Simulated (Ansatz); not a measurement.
Breaking a bond: AlH, singlet.

RKS-B3LYP = Ansatz (an electronic-structure program) with restricted B3LYP/cc-pVQZ; RKS-CAM-B3LYP = restricted CAM-B3LYP/cc-pVQZ run with Ansatz; UKS-B3LYP = Ansatz with unrestricted B3LYP/cc-pVQZ; UKS-CAM-B3LYP = unrestricted CAM-B3LYP/cc-pVQZ (Ansatz); UCCSD(T) = CCSD(T) on UHF/cc-pVQZ, frozen core (Ansatz); FCI = full CI/cc-pVQZ, frozen core (Ansatz).

Cost and accuracy over the 23 points of the scan, with FCI as yardstick. Costs are rough ratios of core time within Ansatz on shared cores, each with its mean field (Kohn-Sham runs search longer for lower solutions than correlated ones do); the miss is the largest error against full CI of the curve after the mean shift, in eV.

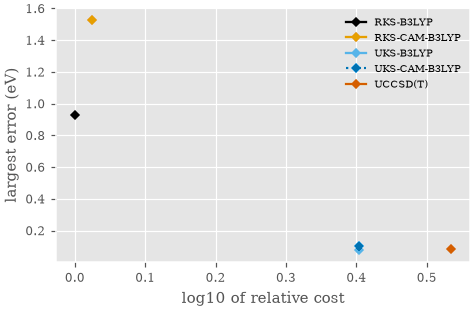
Figure: Miss against cost, one point a level.

| level | relative cost | largest error |
|---|---|---|
| RKS-B3LYP | 1 | 0.929 |
| RKS-CAM-B3LYP | 1 | 1.528 |
| UKS-B3LYP | 3 | 0.075 |
| UKS-CAM-B3LYP | 3 | 0.100 |
| UCCSD(T) | 3 | 0.086 |

Costs within a factor of two of each other count as equal.

The restricted form behind RKS-B3LYP, RKS-CAM-B3LYP keeps the bonding electrons paired and can't separate into open-shell fragments. The unrestricted determinant behind UKS-B3LYP, UKS-CAM-B3LYP is spin-contaminated at 2.93 to 6.65 Å (<S²> up to 1.0, against 0.00 for a pure singlet). The unrestricted determinant behind UCCSD(T) is spin-contaminated at 1.23 to 1.91, 2.52 to 6.65 Å (<S²> up to 1.0, against 0.00 for a pure singlet).
